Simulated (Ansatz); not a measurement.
The figure comes from a scan of Mg2Si (antifluorite type, space group Fm-3m): the cell is scaled evenly about its relaxed volume V₀. Level of theory: PBE (plane waves to 420 eV, PAW, scalar-relativistic; Ansatz, a quantum-chemistry and plane-wave program). k mesh 9×9×9 (Γ-centred), Fermi-Dirac smearing 0.05 eV. E stands for the smeared free energy. Mg2Si was relaxed with its symmetry unable to fall. The PAW data are Ansatz's earlier set. ΔE is measured from the relaxed starting cell.

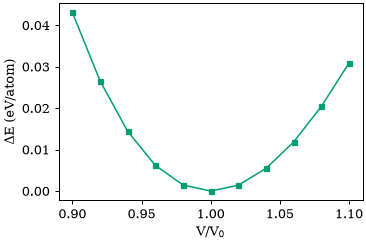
ΔE (eV/atom) against V/V₀; one marker a computed point.

Read the plotted values off the figure, to the accuracy that the plot allows.

To the nearest 0.001:

```csv
V/V₀,ΔE (eV/atom)
0.900,0.043
0.920,0.027
0.940,0.014
0.960,0.006
0.980,0.001
1.000,0.000
1.020,0.001
1.040,0.005
1.060,0.012
1.080,0.020
1.100,0.031
```

(Under strain, the slope of the energy per volume gives the stress and its curvature an elastic modulus.)
